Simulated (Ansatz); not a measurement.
**Nudged elastic band of Si4H12O4 (part 2 of 2)**

Continued. System: Si4H12O4. Method: RKS PBE0-D4/def2-SVP (Ansatz 0.2.0). The run did not end well.

Geometry of the input (Å):
```
Si -0.8024  -0.3306  0.2324
O  -0.3846  -0.2787  -1.3516
Si 0.4440  -1.2643  -2.3804
O  -0.0029  0.8021  1.0594
Si 0.3049  2.3975  1.2894
O  -0.3662  -1.7859  0.8068
Si 0.6075  -2.4755  1.9350
H  -2.2564  -0.1619  0.3434
H  -1.0591  1.6420  -1.7830
O  -1.4462  2.3862  -1.3080
H  -0.3361  -2.4949  -2.6600
H  0.6470  -0.5026  -3.6370
H  1.7603  -1.6327  -1.8006
H  1.1646  2.4825  2.4979
H  1.0579  2.9599  0.1401
H  -0.9401  3.1648  1.5234
H  0.3787  -3.9396  1.8887
H  0.2788  -1.9586  3.2876
H  2.0319  -2.1850  1.6303
H  -1.0816  3.1755  -1.7137
```

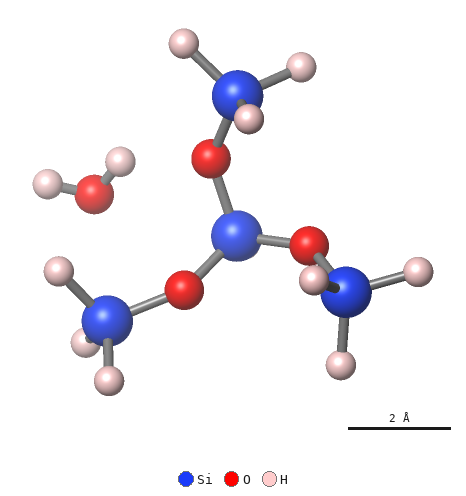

The structure as given in the input (ball-and-stick view, seen at a tilt).

```
Error: NEB band did not converge after 40 iterations: max|band force component| = 8.87e-2 eV/Å (threshold 5.0e-2); raise `neb.max_iterations` in a new run, which can start from the last band evaluated (`neb.initial_path`, with `crystal.atoms` and `neb.final_atoms` set to its first and last images), add images, or start from endpoints closer to local minima. Where this run's directory can be resumed (`checkpoint.write`), a resume goes on for up to `neb.max_iterations` more; to start a new run from the last band, take its images' positions from the `neb_iteration` event of iteration 40 (`data.images[].positions_ang`), in the event stream of the run that computed that iteration (not this run's, if it was resumed behind it). With `checkpoint.write`, `steps/00-neb/state/checkpoint.json` in the run directory holds the last saved band, under `neb.evaluated.images[].positions_ang` (a band under a hybrid functional on support functions is neither saved nor resumed: `neb.initial_path` says where its path is): check the last entry of `neb.iterations` there, which is earlier than 40 if that iteration was not saved or its write failed. If the band's step has no `state` directory and holds `state.next`, a write was cut short, and the file is under `state.next` instead (behind a loss of power it can be under `state.prev`)
a run's events are kept only if it was started with --events-out <file>, and are in that file
```

### The last band as extended XYZ (Å, eV, eV/Å)
```
20
Properties=species:S:1:pos:R:3:forces:R:3 image=0 energy=-39862.37805
Si   -0.8024   -0.3306    0.2324   -0.9021   0.1770   0.0101
O    -0.3846   -0.2787   -1.3516   -0.1454   0.4918  -0.2600
Si    0.4440   -1.2643   -2.3804    0.2810  -0.3445  -0.3772
O    -0.0029    0.8021    1.0594    0.2870  -0.1972   0.2928
Si    0.3049    2.3975    1.2894    0.1002   0.6069   0.0418
O    -0.3662   -1.7859    0.8068   -0.1842  -0.3536  -0.2633
Si    0.6075   -2.4755    1.9350    0.3490  -0.2840   0.3964
H    -2.2564   -0.1619    0.3434   -0.1358   0.0003   0.0147
H    -1.0591    1.6420   -1.7830    0.1264  -0.0943  -0.1041
O    -1.4462    2.3862   -1.3080   -0.1827  -0.0406   0.2726
H    -0.3361   -2.4949   -2.6600   -0.0619  -0.1299  -0.0434
H     0.6470   -0.5026   -3.6370    0.0328   0.0528  -0.1275
H     1.7603   -1.6327   -1.8006    0.1422  -0.0445   0.0410
H     1.1646    2.4825    2.4979    0.0788   0.0333   0.1072
H     1.0579    2.9599    0.1401    0.0894   0.0753  -0.1049
H    -0.9401    3.1648    1.5234   -0.1150   0.0924   0.0368
H     0.3787   -3.9396    1.8887   -0.0016  -0.1403   0.0181
H     0.2788   -1.9586    3.2876   -0.0218   0.0390   0.1453
H     2.0319   -2.1850    1.6303    0.1506   0.0172  -0.0149
H    -1.0816    3.1755   -1.7137    0.1130   0.0430  -0.0815
20
Properties=species:S:1:pos:R:3:forces:R:3 image=1 energy=-39862.42511
Si   -0.8965   -0.3237    0.3064   -0.0050   0.0088   0.0438
O    -0.5593   -0.2838   -1.3235    0.0270   0.0031  -0.0090
Si    0.6580   -1.0160   -2.2120   -0.0055   0.0083   0.0073
O    -0.0325    0.8397    1.0787   -0.0110   0.0218  -0.0474
Si    0.6102    2.3457    0.7734   -0.0130   0.0008   0.0061
O    -0.3571   -1.7797    0.8519   -0.0111  -0.0214  -0.0150
Si    0.3888   -2.5618    2.1141    0.0258  -0.0136   0.0028
H    -2.3480   -0.2029    0.5123    0.0045  -0.0008   0.0039
H    -1.4346    1.4971   -1.6528   -0.0060  -0.0012   0.0053
O    -1.8347    2.1627   -1.0732    0.0210   0.0029  -0.0158
H     0.3331   -2.4458   -2.4763   -0.0068   0.0002  -0.0050
H     0.7621   -0.2712   -3.4985   -0.0122  -0.0069  -0.0065
H     1.9573   -0.9230   -1.4820   -0.0007  -0.0085   0.0011
H     1.8480    2.4532    1.5993   -0.0078   0.0050   0.0117
H     0.9999    2.4907   -0.6620    0.0183  -0.0078   0.0009
H    -0.3239    3.4372    1.1630   -0.0136   0.0016   0.0059
H     0.9034   -3.8636    1.6033   -0.0075  -0.0062   0.0031
H    -0.5925   -2.8113    3.2117    0.0083   0.0049  -0.0012
H     1.5261   -1.7507    2.6397   -0.0053   0.0045   0.0021
H    -1.6079    3.0075   -1.4737    0.0006   0.0045   0.0061
20
Properties=species:S:1:pos:R:3:forces:R:3 image=2 energy=-39862.34656
Si   -0.8178   -0.2194    0.2174    0.0116  -0.0202  -0.0252
O    -0.2682   -0.1345   -1.3538    0.0065  -0.0090  -0.0108
Si    0.9834   -0.9734   -2.0941    0.0056  -0.0020   0.0183
O    -0.3470    1.1454    1.0117   -0.0087  -0.0002   0.0110
Si    0.6569    2.4304    0.6896    0.0146  -0.0149  -0.0049
O     0.0150   -1.5121    0.8303   -0.0277   0.0149   0.0373
Si    0.2367   -2.4118    2.2091    0.0196  -0.0099  -0.0068
H    -2.2591   -0.4599    0.3544    0.0003  -0.0096  -0.0138
H    -1.6540    1.2019   -1.9050   -0.0061   0.0095  -0.0021
O    -2.3561    1.6179   -1.3849   -0.0091   0.0254  -0.0056
H     0.6420   -2.4175   -2.2314   -0.0029  -0.0022  -0.0171
H     1.1607   -0.3601   -3.4405   -0.0141  -0.0120  -0.0064
H     2.2458   -0.8251   -1.3135    0.0038   0.0040  -0.0090
H     2.0028    1.9545    0.2506   -0.0016   0.0028  -0.0032
H     0.0782    3.2759   -0.4013   -0.0123   0.0031   0.0123
H     0.7911    3.2449    1.9273   -0.0150   0.0021   0.0009
H     0.5481   -3.8126    1.8080    0.0132   0.0011   0.0067
H    -1.0050   -2.3988    3.0408    0.0080   0.0053   0.0085
H     1.3707   -1.8510    2.9998   -0.0014  -0.0132   0.0193
H    -2.0245    2.5055   -1.2144    0.0158   0.0252  -0.0093
20
Properties=species:S:1:pos:R:3:forces:R:3 image=3 energy=-39861.39422
Si   -1.0172    0.1483    0.3125    0.0339   0.0111   0.0173
O    -0.0320    0.2864   -1.2965    0.0540   0.0022   0.0243
Si    1.1770   -0.7574   -1.8362   -0.0062   0.0065  -0.0002
O    -0.4340    1.5814    0.9093   -0.0086   0.0018   0.0104
Si    0.7820    2.6183    0.4371    0.0093  -0.0092  -0.0168
O    -0.1213   -1.2344    0.6387   -0.0159   0.0119  -0.0066
Si   -0.0278   -2.3581    1.8646   -0.0009  -0.0116  -0.0030
H    -2.1666   -0.1067    1.2330   -0.0002   0.0060   0.0031
H    -1.1920    0.5604   -1.6744   -0.0887   0.0033   0.0037
O    -2.1901    0.4655   -1.1004    0.0274  -0.0331  -0.0352
H     0.6688   -2.1473   -2.0174    0.0003  -0.0009  -0.0012
H     1.6043   -0.2291   -3.1668   -0.0007  -0.0015  -0.0009
H     2.3360   -0.7330   -0.9040    0.0009  -0.0009   0.0021
H     2.0728    1.8990    0.2232    0.0027   0.0016   0.0046
H     0.4086    3.3400   -0.8173   -0.0050   0.0057   0.0042
H     0.9580    3.6157    1.5313   -0.0024   0.0021  -0.0038
H     0.2971   -3.6800    1.2564   -0.0027  -0.0005  -0.0038
H    -1.3238   -2.4538    2.6019   -0.0001   0.0022  -0.0006
H     1.0542   -1.9757    2.8191   -0.0036  -0.0022   0.0005
H    -2.8540    1.1603   -1.0142    0.0064   0.0056   0.0019
20
Properties=species:S:1:pos:R:3:forces:R:3 image=4 energy=-39862.34088
Si   -1.4352    0.2561    0.6660   -0.0505   0.0169   0.0328
O     0.3158    0.5389   -1.7805    0.0384   0.0240  -0.0463
Si    1.3387   -0.7681   -1.9400    0.0048  -0.0023  -0.0346
O    -0.6117    1.6486    0.8699   -0.0093   0.0090   0.0202
Si    0.6652    2.5957    0.3447   -0.0138  -0.0025  -0.0155
O    -0.4562   -1.0621    0.7416   -0.0390   0.0178   0.0074
Si   -0.0416   -2.2500    1.8384   -0.0015   0.0055  -0.0052
H    -2.4819    0.1740    1.7074   -0.0330   0.0314   0.0566
H    -0.6436    0.3637   -1.7742    0.0596  -0.0082  -0.0058
O    -2.1538    0.1922   -0.8465    0.0051  -0.0302   0.0207
H     0.5925   -2.0627   -1.9712   -0.0157   0.0121   0.0084
H     2.0948   -0.6297   -3.2203    0.0550  -0.0284  -0.0061
H     2.3213   -0.7797   -0.8155   -0.0093  -0.0064   0.0015
H     1.9253    1.8130    0.2187   -0.0114  -0.0113   0.0058
H     0.3217    3.2946   -0.9237   -0.0046  -0.0036  -0.0039
H     0.8527    3.6256    1.4107    0.0029  -0.0091  -0.0004
H     0.3509   -3.4765    1.0929    0.0012   0.0177  -0.0329
H    -1.2181   -2.5424    2.7123    0.0101  -0.0177   0.0034
H     1.0922   -1.7878    2.6904    0.0080   0.0061  -0.0253
H    -2.8292    0.8565   -1.0212    0.0030  -0.0209   0.0192
20
Properties=species:S:1:pos:R:3:forces:R:3 image=5 energy=-39862.38949
Si   -1.6633    0.2756    0.5903   -0.0097  -0.0885  -0.0393
O     0.3887    0.4482   -1.8726   -0.0151   0.0262   0.0041
Si    1.3106   -0.9375   -1.8431    0.0316   0.0082  -0.0398
O    -0.7551    1.6010    0.8774    0.0163   0.0044  -0.0081
Si    0.5974    2.4847    0.4405    0.0168   0.0143   0.0591
O    -0.7958   -1.1058    0.7625    0.0122   0.0758   0.0655
Si    0.1854   -1.9724    1.7962   -0.0358  -0.0484  -0.0759
H    -2.8344    0.3116    1.4945    0.0008  -0.0018   0.0001
H    -0.5795    0.3384   -1.8352    0.0226  -0.0128   0.0103
O    -2.1690    0.2247   -1.0026   -0.0197  -0.0074   0.0053
H     0.4799   -2.1554   -2.0890   -0.0048  -0.0008   0.0347
H     2.3545   -0.8443   -2.9058    0.0062   0.0103  -0.0044
H     2.0248   -1.0724   -0.5344   -0.0316  -0.0242   0.0041
H     1.8160    1.6282    0.4170   -0.0151  -0.0043  -0.0363
H     0.3755    3.1894   -0.8506    0.0075  -0.0188  -0.0193
H     0.7689    3.5080    1.5139   -0.0031   0.0082   0.0049
H     0.6822   -3.1671    1.0614    0.0191   0.0087  -0.0051
H    -0.6165   -2.4237    2.9729    0.0105   0.0376   0.0206
H     1.3288   -1.1319    2.2557   -0.0133   0.0015   0.0173
H    -2.8991    0.8008   -1.2491    0.0047   0.0118   0.0023
20
Properties=species:S:1:pos:R:3:forces:R:3 image=6 energy=-39862.31279
Si   -1.7152    0.3672    0.7097   -0.7195   0.0708   0.2776
O     0.2505    0.1844   -2.0764   -0.3090   0.5415   0.0114
Si    1.3284   -1.0531   -2.0618    0.2927  -0.3055   0.0352
O    -0.7669    1.6716    0.7649   -0.1186   0.2803   0.2023
Si    0.6307    2.4138    0.3107    0.4965   0.2668  -0.2033
O    -0.9109   -0.9742    1.0988   -0.0502  -0.2840  -0.2171
Si    0.1828   -1.7396    2.0502    0.4050  -0.3318   0.3102
H    -2.8585    0.5999    1.6097   -0.1124   0.0206   0.0766
H    -0.6682    0.0061   -1.8250   -0.2391   0.0007   0.0600
O    -2.2492    0.0780   -0.8248   -0.0126  -0.1810  -0.5665
H     0.8375   -2.2260   -2.8366   -0.0319  -0.1322  -0.0741
H     2.5752   -0.5335   -2.6726    0.1337   0.0133  -0.0578
H     1.6304   -1.5172   -0.6783    0.0571  -0.0765   0.1313
H     1.7506    1.4425    0.2707    0.1297  -0.0857   0.0014
H     0.4544    3.0688   -1.0058    0.0015   0.0858  -0.1273
H     0.9183    3.4449    1.3399    0.0489   0.1025   0.0825
H     0.4863   -3.0568    1.4449    0.0466  -0.1359  -0.0327
H    -0.3990   -1.9331    3.4036   -0.0404  -0.0281   0.1473
H     1.4212   -0.9294    2.1617    0.1386   0.0758   0.0277
H    -2.8986    0.6858   -1.1836   -0.1167   0.1025  -0.0846
```
